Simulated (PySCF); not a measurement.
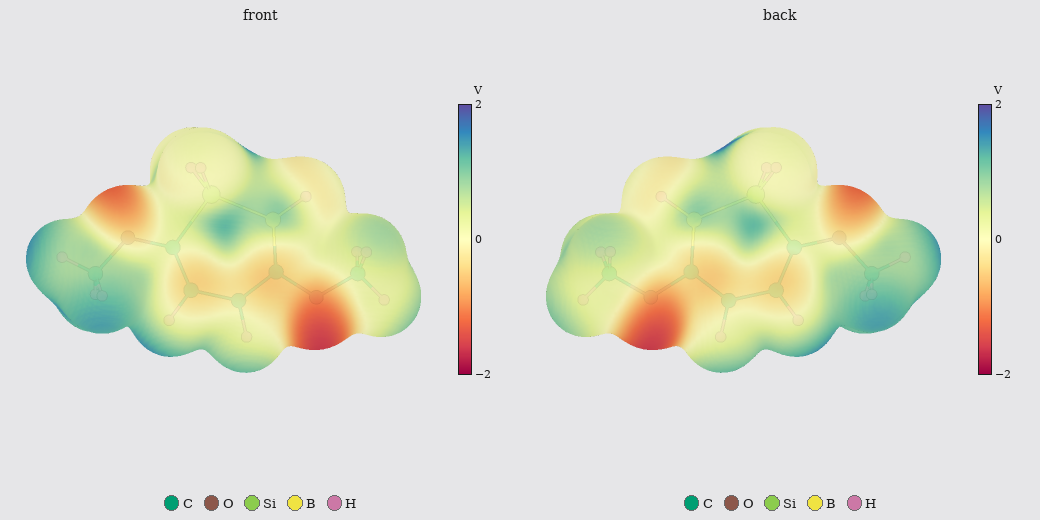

Figure. C$_{6}$H$_{11}$BO$_{2}$Si (SMILES COC1=CC=C(OC)[SiH2]B1). The molecular electrostatic potential painted on the density surface at 0.004 e/bohr³, seen from the front and from behind; red is negative and blue positive.

Geometry: GFN2-xTB.

All numbers below come from PySCF 2.14.0, PBE0/pcSseg-1, SCF density, gas phase, non-relativistic.

Input file:

```
{"job": {"kind": "nmr", "xc": "PBE0", "basis": "pcSseg-1"}, "charge": 0, "multiplicity": 1}
C     -3.842268     0.337034     0.629512
O     -2.688419     1.009086     0.207262
C     -1.471164     0.332807     0.248173
C     -0.455095     1.119481    -0.242726
C      0.934515     0.853416    -0.395949
C      1.551878    -0.301908    -0.054076
O      2.866687    -0.556864    -0.200111
C      3.715691     0.421862    -0.762166
Si     0.561920    -1.750949     0.688650
B     -1.267515    -1.081531     0.770882
H     -4.664260     1.036770     0.479524
H     -4.023770    -0.566928     0.037934
H     -3.789083     0.063368     1.688830
H     -0.763042     2.108744    -0.566968
H      1.500100     1.673784    -0.823660
H      4.711411    -0.018580    -0.776730
H      3.412012     0.670730    -1.783502
H      3.728155     1.332691    -0.155948
H      1.259087    -2.066505     1.950267
H      0.872017    -2.886928    -0.201689
H     -2.157777    -1.712638     1.203064
```

Command:

```sh
OMP_NUM_THREADS=1 python probes_run.py task.json out
```

### Which sites attract a positive test charge, and which a negative one?

A positive charge is drawn to the negative regions and a negative charge to the positive ones. The most negative region (about −1.6 V) lies over O2, the most positive (about +1.5 V) over C8, Si9, H15 and H16. O2 is the likeliest acceptor of a hydrogen bond.
